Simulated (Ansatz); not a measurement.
# C₂H₁₀N₂Si: basis-set convergence

Aim: see how fast density functionals converge with the basis set for C₂H₁₀N₂Si.

Program: Ansatz 0.2.0, Gaussian basis. Level of theory: one geometry, several basis sets. These are calculated values, not measurements.

Levels to be run: PBE0-D4/def2-SVP; ωB97M-V/def2-SVP; PBE0-D4/def2-QZVPP; ωB97M-V/def2-QZVPP; the functionals' def2-TZVPP values are taken from earlier runs.

### 1 The relaxed structure

The geometry comes from an earlier relaxation with PBE0-D4 in a triple-zeta def2 set; it is a stationary point, not always the lowest conformer.

15 atoms, charge 0, spin multiplicity 1.

Atoms are counted from 1 here; the program's logs count them from 0.

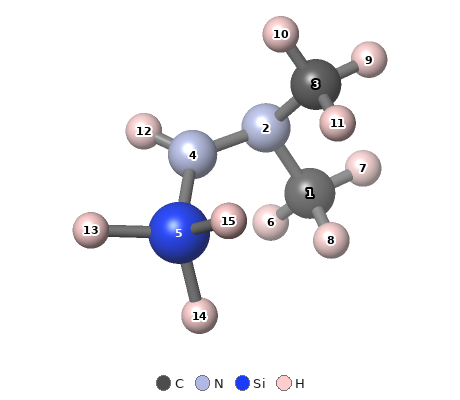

The structure; carbon dark grey, nitrogen light blue, silicon blue, hydrogen pink; atoms are numbered from 1 in the order of the file.

Geometry (Å):

```mol
C2H10N2Si
  3D, bonds by distance, orders not assigned

 15 14  0  0  0  0  0  0  0  0999 V2000
   -0.7210   -1.2867    0.6390 C   0  0
    0.1674   -0.8507   -0.4147 N   0  0
    1.5369   -0.7359    0.0374 C   0  0
   -0.2721    0.3378   -1.0258 N   0  0
   -0.6613    1.8370   -0.2633 Si  0  0
   -1.7304   -1.3986    0.2415 H   0  0
   -0.3844   -2.2555    1.0145 H   0  0
   -0.7597   -0.5881    1.4938 H   0  0
    1.8712   -1.7061    0.4119 H   0  0
    2.1698   -0.4477   -0.8018 H   0  0
    1.6681    0.0053    0.8438 H   0  0
   -0.5562    0.1791   -1.9782 H   0  0
   -0.9808    2.7517   -1.3886 H   0  0
   -1.8296    1.7896    0.6635 H   0  0
    0.4820    2.3690    0.5269 H   0  0
  1  2  8  0
  2  3  8  0
  2  4  8  0
  4  5  8  0
  1  6  8  0
  1  7  8  0
  1  8  8  0
  3  9  8  0
  3 10  8  0
  3 11  8  0
  4 12  8  0
  5 13  8  0
  5 14  8  0
  5 15  8  0
M  END
```

### 2 PBE0-D4 in def2-SVP

The input, in.yaml:

```yaml
crystal:
  periodic: [false, false, false]
  atoms:
    - {symbol: C, position_ang: [-0.721013, -1.286737, 0.638976]}
    - {symbol: N, position_ang: [0.167444, -0.850737, -0.414703]}
    - {symbol: C, position_ang: [1.536884, -0.735932, 0.037409]}
    - {symbol: N, position_ang: [-0.272106, 0.337760, -1.025759]}
    - {symbol: Si, position_ang: [-0.661273, 1.837022, -0.263320]}
    - {symbol: H, position_ang: [-1.730378, -1.398551, 0.241517]}
    - {symbol: H, position_ang: [-0.384374, -2.255517, 1.014524]}
    - {symbol: H, position_ang: [-0.759749, -0.588145, 1.493845]}
    - {symbol: H, position_ang: [1.871223, -1.706087, 0.411935]}
    - {symbol: H, position_ang: [2.169798, -0.447724, -0.801820]}
    - {symbol: H, position_ang: [1.668104, 0.005268, 0.843788]}
    - {symbol: H, position_ang: [-0.556248, 0.179109, -1.978202]}
    - {symbol: H, position_ang: [-0.980753, 2.751731, -1.388582]}
    - {symbol: H, position_ang: [-1.829589, 1.789576, 0.663535]}
    - {symbol: H, position_ang: [0.482039, 2.368965, 0.526867]}
basis:
  gaussian: {orbitals: def2-SVP}
hamiltonian: {xc: pbe0, dispersion: d4}
output: {orbitals: {seedname: orbitals}}
```

Command:

```bash
$ ansatz run in.yaml --threads 4 --pin off --events-out ev --progress --plain --max-ram 10444MiB
```

Output:

```text
Functional definition: PBE0
  name "PBE0"
  cite "Adamo & Barone, J. Chem. Phys. 110, 6158 (1999) doi:10.1063/1.478522"
  cite "Perdew, Burke & Ernzerhof, Phys. Rev. Lett. 77, 3865 (1996) doi:10.1103/PhysRevLett.77.3865"
  parent pbe
  parameter a = 0.25
  parameter kappa = 0.804
  parameter beta = 0.06672455060314922
  exchange = (1 - a)*pbe_x(kappa = kappa, mu = beta*pi^2/3) + a*exact_x
  correlation = pbe_c(beta = beta)
1436 factors; their error is unknown
mean field evaluation 1: about -13071.7320 eV, gradient 5.1e1 eV
mean field evaluation 2: about -13068.1505 eV, gradient 6.4e1 eV
mean field evaluation 4: about -13077.8722 eV, gradient 2.7e0 eV
mean field evaluation 8: about -13077.9064 eV, gradient 5.2e-2 eV
mean field -13077.90638634 eV, -480.6041951745 hartree, gradient 3.5e-5 eV, S^2 0.000000; 0 other end points of the search recorded, 0 dependent functions left out
reference -13077.90641583 eV, -480.6041962583 hartree; 25, 25 occupied and 99, 99 virtual orbitals, 1436 factors
Total energy: -13078.17863275 eV, -480.6142000459 hartree
```

It took 1.1 s on 4 threads of Arm Neoverse V2, shared host.

### 3 ωB97M-V in def2-SVP

in.yaml, as its differences from that of step 2:

```diff
@@ -20,3 +20,3 @@
   gaussian: {orbitals: def2-SVP}
-hamiltonian: {xc: pbe0, dispersion: d4}
+hamiltonian: {xc: {name: wB97M-V}}
 output: {orbitals: {seedname: orbitals}}
```

Same command.

Output, cut to the lines that bear on the results:

```text
Functional definition: wB97M-V
  name "wB97M-V"
  cite "Mardirossian & Head-Gordon, J. Chem. Phys. 144, 214110 (2016) doi:10.1063/1.4952647"
  cite "Becke, J. Chem. Phys. 107, 8554 (1997) doi:10.1063/1.475007"
  cite "Vydrov & Van Voorhis, J. Chem. Phys. 133, 244103 (2010) doi:10.1063/1.3521275"
  # Of w^i u^j: cxij and so on, Table III.
[...]
  gx(w, u) = 1 - cx + cx01*u + cx10*w
  gss(w, u) = css00 + css04*u^4 + css10*w + css20*w^2 + css43*w^4*u^3
  gos(w, u) = cos00 + cos10*w + (cos20 + cos21*u)*w^2 + (cos60 + cos61*u)*w^6
[...]
      + integral(e_c_pw_mod_opposite_spin*gos(b97_w_opposite, b97_u_opposite)) + vv10(b, c)
1436 factors; their error is unknown
391 factors; integrals over basis functions are off by at most 6.7e-6 eV
[...]
mean field -13083.88650362 eV, -480.8239604311 hartree, gradient 7.8e-5 eV, S^2 0.000000; 0 other end points of the search recorded, 0 dependent functions left out
reference -13083.88655048 eV, -480.8239621531 hartree; 25, 25 occupied and 99, 99 virtual orbitals, 1436 factors
Total energy: -13083.88655048 eV, -480.8239621531 hartree
```

Run time: 4.7 s. Hardware: 4 threads of Arm Neoverse V2, shared host.

### 4 PBE0-D4 in def2-QZVPP

in.yaml, as its differences from that of step 3:

```diff
@@ -19,4 +19,4 @@
 basis:
-  gaussian: {orbitals: def2-SVP}
-hamiltonian: {xc: {name: wB97M-V}}
+  gaussian: {orbitals: "def2-QZVPP.json"}
+hamiltonian: {xc: pbe0, dispersion: d4}
 output: {orbitals: {seedname: orbitals}}
```

The command is unchanged.

Output:

```text
Functional definition: PBE0
  name "PBE0"
  cite "Adamo & Barone, J. Chem. Phys. 110, 6158 (1999) doi:10.1063/1.478522"
  cite "Perdew, Burke & Ernzerhof, Phys. Rev. Lett. 77, 3865 (1996) doi:10.1103/PhysRevLett.77.3865"
  parent pbe
  parameter a = 0.25
  parameter kappa = 0.804
  parameter beta = 0.06672455060314922
  exchange = (1 - a)*pbe_x(kappa = kappa, mu = beta*pi^2/3) + a*exact_x
  correlation = pbe_c(beta = beta)
1709 factors; their error is unknown
mean field evaluation 1: about -13077.1834 eV, gradient 6.7e1 eV
mean field evaluation 2: about -13065.6222 eV, gradient 9.5e1 eV
mean field evaluation 4: about -13087.0724 eV, gradient 5.2e0 eV
mean field evaluation 8: about -13087.1191 eV, gradient 9.6e-2 eV
mean field evaluation 16: about -13087.1240 eV, gradient 2.4e-5 eV
mean field -13087.12404138 eV, -480.9429377493 hartree, gradient 2.4e-5 eV, S^2 0.000000; 0 other end points of the search recorded, 0 dependent functions left out
reference -13087.12408764 eV, -480.9429394495 hartree; 25, 25 occupied and 573, 573 virtual orbitals, 1709 factors
Total energy: -13087.39630457 eV, -480.9529432370 hartree
```

It took 9.5 s on 4 threads of Arm Neoverse V2, shared host; peak memory 2.5 GiB.

### 5 ωB97M-V in def2-QZVPP

in.yaml, as its differences from that of step 4:

```diff
@@ -20,3 +20,3 @@
   gaussian: {orbitals: "def2-QZVPP.json"}
-hamiltonian: {xc: pbe0, dispersion: d4}
+hamiltonian: {xc: {name: wB97M-V}}
 output: {orbitals: {seedname: orbitals}}
```

Same command.

Output, cut to the lines that bear on the results:

```text
Functional definition: wB97M-V
  name "wB97M-V"
  cite "Mardirossian & Head-Gordon, J. Chem. Phys. 144, 214110 (2016) doi:10.1063/1.4952647"
  cite "Becke, J. Chem. Phys. 107, 8554 (1997) doi:10.1063/1.475007"
  cite "Vydrov & Van Voorhis, J. Chem. Phys. 133, 244103 (2010) doi:10.1063/1.3521275"
  # Of w^i u^j: cxij and so on, Table III.
[...]
  gx(w, u) = 1 - cx + cx01*u + cx10*w
  gss(w, u) = css00 + css04*u^4 + css10*w + css20*w^2 + css43*w^4*u^3
  gos(w, u) = cos00 + cos10*w + (cos20 + cos21*u)*w^2 + (cos60 + cos61*u)*w^6
[...]
      + integral(e_c_pw_mod_opposite_spin*gos(b97_w_opposite, b97_u_opposite)) + vv10(b, c)
1689 factors; their error is unknown
482 factors; integrals over basis functions are off by at most 8.6e-6 eV
[...]
mean field -13093.40446669 eV, -481.1737391224 hartree, gradient 3.8e-5 eV, S^2 0.000000; 0 other end points of the search recorded, 0 dependent functions left out
reference -13093.40453996 eV, -481.1737418153 hartree; 25, 25 occupied and 573, 573 virtual orbitals, 1689 factors
Total energy: -13093.40453996 eV, -481.1737418153 hartree
```

Run time: 22 s. Hardware: 4 threads of Arm Neoverse V2, shared host; peak memory 2.9 GiB.

### 6 Density functionals: the series

The def2-TZVPP values come from earlier runs at the same geometry.

```
functional       basis  functions  energy (eV)  from the largest (eV)  HOMO (eV)  LUMO (eV)
   PBE0-D4    def2-SVP        124  -13078.1786                  9.218      -6.27       0.96
   PBE0-D4  def2-TZVPP        306  -13086.8135                  0.583      -6.41       0.48
   PBE0-D4  def2-QZVPP        598  -13087.3963                  0.000      -6.44       0.25
   ωB97M-V    def2-SVP        124  -13083.8866                  9.518      -8.60       2.75
   ωB97M-V  def2-TZVPP        306  -13092.8503                  0.554      -8.75       2.05
   ωB97M-V  def2-QZVPP        598  -13093.4045                  0.000      -8.77       1.52
```

### 7 Outcome

| quantity | value |
| --- | --- |
| PBE0-D4: double and triple zeta above quadruple | 9.22, 0.58 eV |
| ωB97M-V: double and triple zeta above quadruple | 9.52, 0.55 eV |

**Reading.** For PBE0-D4 the step from double to triple zeta gains 8.63 eV and the next only 0.58 eV. Total energies overstate the basis error of differences, where much of it tends to cancel. The LUMO of ωB97M-V is positive and keeps falling with the basis (2.75 to 1.52 eV): an unbound level that the basis holds in place.

For PBE0-D4 the largest set took about 9 times as long as the smallest (9.5 s against 1.1 s).
